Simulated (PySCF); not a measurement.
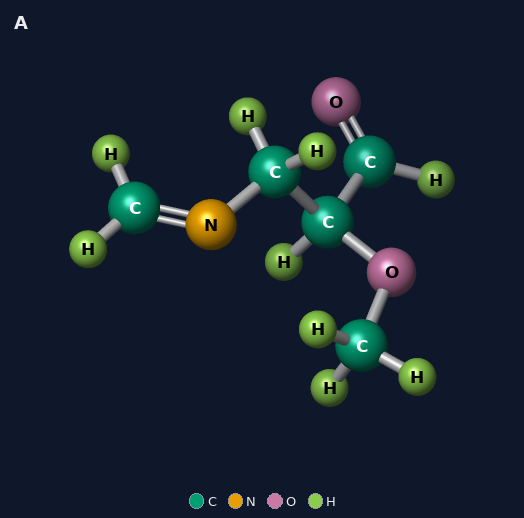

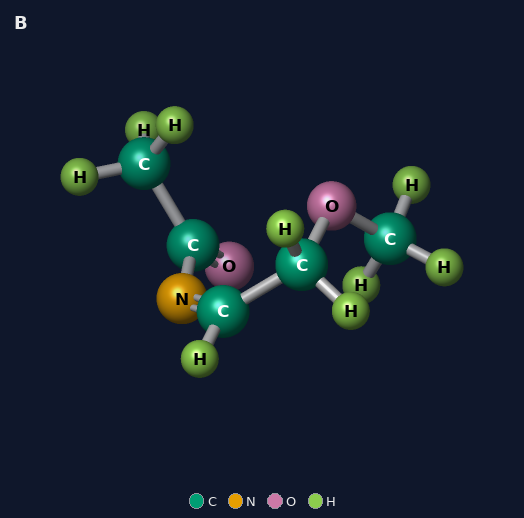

2 stationary structures of one formula. Geometries: GFN2-xTB. Electronic energies: PBE0/pcSseg-1 (PySCF 2.14.0), without zero-point energy. No frequency run is at hand to confirm each as a minimum. Each is one conformer, not always the lowest.

Question: How are they related?

Answer: They are constitutional isomers of C5H9NO2: A `C=NC[C@@H](C=O)OC`, B `COC/C=N\C(C)=O`.

Question: Which structure is the most stable?

Answer: B is lowest; A lies 0.849 eV above it.
